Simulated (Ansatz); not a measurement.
H28In10N11 (In10N11 wurtzite off rod) (charge +1)

Input

```
crystal:
  periodic: [false, false, false]
  atoms:
    - {symbol: In, position_ang: [0.197323, -2.137012, -3.360147]}
    - {symbol: N, position_ang: [-1.474512, -0.846014, -4.050759]}
    - {symbol: N, position_ang: [0.181341, -1.843639, -1.237459]}
    - {symbol: In, position_ang: [-1.708899, -0.984636, -0.534324]}
    - {symbol: In, position_ang: [0.171047, -2.064854, 2.313893]}
    - {symbol: N, position_ang: [-1.511294, -0.872541, 1.614045]}
    - {symbol: N, position_ang: [0.174646, -1.761149, 4.484047]}
    - {symbol: In, position_ang: [-1.758484, -1.018340, 5.357681]}
    - {symbol: In, position_ang: [-1.753568, 1.246567, -3.356578]}
    - {symbol: N, position_ang: [-1.505533, 1.082620, -1.234417]}
    - {symbol: In, position_ang: [-1.698788, 1.179824, 2.317180]}
    - {symbol: N, position_ang: [-1.431397, 1.027656, 4.486757]}
    - {symbol: N, position_ang: [1.874144, -0.847173, -4.036895]}
    - {symbol: In, position_ang: [2.071767, -0.976196, -0.520747]}
    - {symbol: N, position_ang: [1.850402, -0.893273, 1.614438]}
    - {symbol: In, position_ang: [2.158542, 1.247765, -3.345662]}
    - {symbol: N, position_ang: [0.202301, 2.052573, -4.033593]}
    - {symbol: N, position_ang: [1.879790, 1.084594, -1.232970]}
    - {symbol: In, position_ang: [0.193341, 2.282454, -0.517516]}
    - {symbol: In, position_ang: [2.018032, 1.160566, 2.439360]}
    - {symbol: N, position_ang: [0.156260, 2.046472, 1.617355]}
    - {symbol: H, position_ang: [0.199924, -3.683650, -4.097285]}
    - {symbol: H, position_ang: [-2.339757, -1.345132, -3.810290]}
    - {symbol: H, position_ang: [-1.479301, -0.847615, -5.076981]}
    - {symbol: H, position_ang: [0.183729, -2.801072, -0.856683]}
    - {symbol: H, position_ang: [-3.088308, -1.779265, -1.215747]}
    - {symbol: H, position_ang: [0.102726, -3.728392, 1.850847]}
    - {symbol: H, position_ang: [-2.343605, -1.352517, 1.984689]}
    - {symbol: H, position_ang: [0.435842, -2.635624, 4.950285]}
    - {symbol: H, position_ang: [0.913544, -1.096199, 4.739066]}
    - {symbol: H, position_ang: [-2.985441, -1.723832, 4.365430]}
    - {symbol: H, position_ang: [-1.554900, -0.902807, 7.057940]}
    - {symbol: H, position_ang: [-3.091488, 2.024616, -4.091472]}
    - {symbol: H, position_ang: [-2.332424, 1.564002, -0.852057]}
    - {symbol: H, position_ang: [-3.172900, 1.955390, 1.856865]}
    - {symbol: H, position_ang: [-2.055660, 1.692057, 4.954930]}
    - {symbol: H, position_ang: [-0.484891, 1.332266, 4.740737]}
    - {symbol: H, position_ang: [1.889617, -0.852805, -5.063050]}
    - {symbol: H, position_ang: [2.735620, -1.347587, -3.785478]}
    - {symbol: H, position_ang: [3.439090, -1.777453, -1.222934]}
    - {symbol: H, position_ang: [2.686972, -1.370494, 1.978047]}
    - {symbol: H, position_ang: [3.494780, 2.019183, -4.088784]}
    - {symbol: H, position_ang: [0.204234, 2.070891, -5.059715]}
    - {symbol: H, position_ang: [0.201085, 3.048327, -3.780123]}
    - {symbol: H, position_ang: [2.696252, 1.554830, -0.815515]}
    - {symbol: H, position_ang: [0.184583, 3.868261, -1.217420]}
    - {symbol: H, position_ang: [1.762701, 1.010948, 4.158508]}
    - {symbol: H, position_ang: [3.348515, 1.928344, 1.630277]}
    - {symbol: H, position_ang: [0.163012, 3.009088, 1.982224]}
basis:
  gaussian: {orbitals: def2-SVP, fitting: {mean_field: def2-universal-jkfit}, initial_orbitals: start.molden}
total_charge: 1
hamiltonian: {xc: pbe0, dispersion: d4}
scf: {omitted_lower_state_checks: [starts]}
output: {orbitals: {seedname: orbitals}}
```

Run with:

```sh
ansatz run in.yaml --threads 2 --pin off --events-out ev --progress --plain --max-ram 32768MiB --backend cuda --devices 0, --max-vram 18GiB
```

Geometry: r2SCAN-D4/def2-SVP; core potentials replace the inner electrons of In.

The calculation used Ansatz 0.2.0, RKS PBE0-D4/def2-SVP.

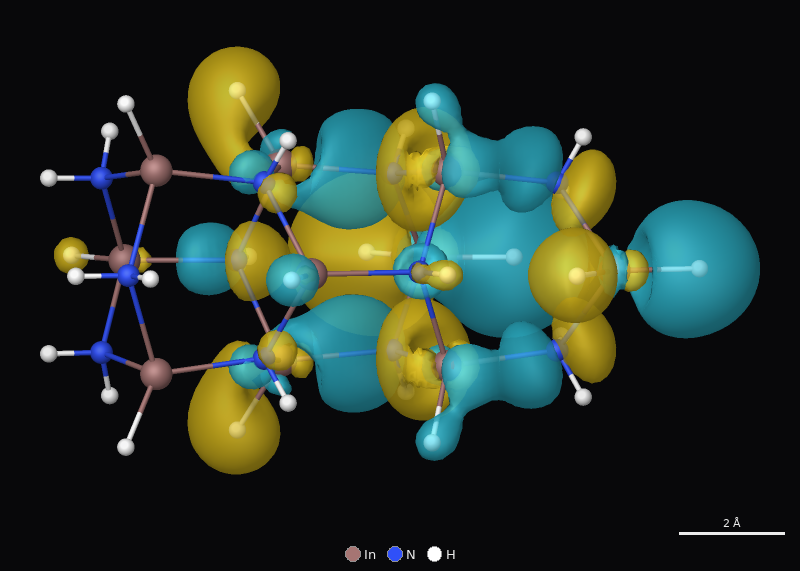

Figure 1. The HOMO at ±0.04 Å⁻³ᐟ² (yellow and cyan are the two phases), seen across its widest extent.

Where does this orbital lie, and at what energy?

Answer. Its weight (Hirshfeld) is mainly on H48 (about 15 %), In20 (about 15 %), H47 (about 10 %), N15 (about 10 %) and N21 (about 10 %). Its energy is −9.80 eV.

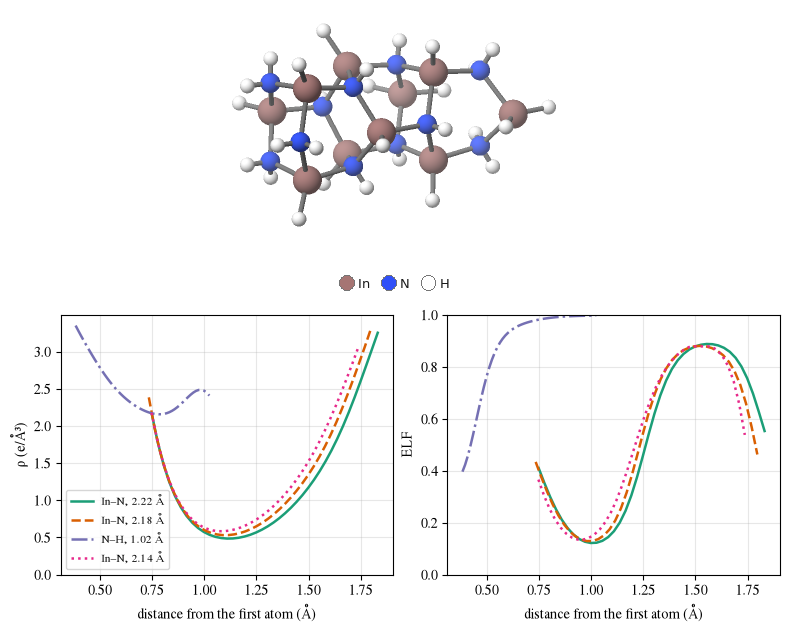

Figure 2. Electron density and electron localisation function along straight lines between neighbouring atoms. The curves leave out the atomic cores. The structure is drawn too.

What can be read from the curves?

Answer. In–N (2.22 Å): ρ is about 0.48 e/Å³ halfway; the ELF peaks at about 0.90 in the valence shell of N, 0.7 Å from its nucleus, and drops to about 0.10 between the two atoms.
In–N (2.18 Å): ρ is about 0.53 e/Å³ halfway; the ELF peaks at about 0.90 in the valence shell of N, 0.7 Å from its nucleus, and drops to about 0.15 between the two atoms.
N–H (1.02 Å): ρ at the midpoint is about 2.7 e/Å³; the ELF climbs to about 1 towards the hydrogen, as it does in any bond to H; an ordinary covalent bond to hydrogen.
In–N (2.14 Å): the density is about 0.58 e/Å³ at the midpoint; the ELF peaks at about 0.90 in the valence shell of N, 0.6 Å from its nucleus, and drops to about 0.15 between the two atoms.

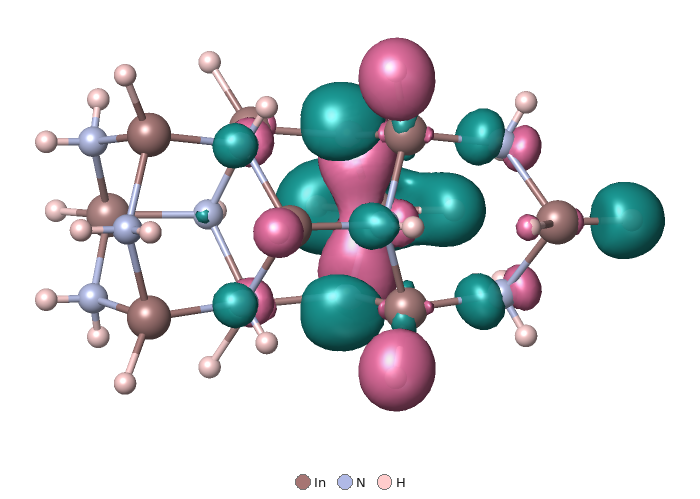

Figure 3. The HOMO−1 at ±0.08 Å⁻³ᐟ² (teal and pink are the two phases), seen across its widest extent.

What is the character of this orbital?

Answer. By Hirshfeld shares it lies mainly on N15 (about 15 %), N21 (about 15 %), In20 (about 15 %) and H48 (about 10 %). Its energy is −9.93 eV.
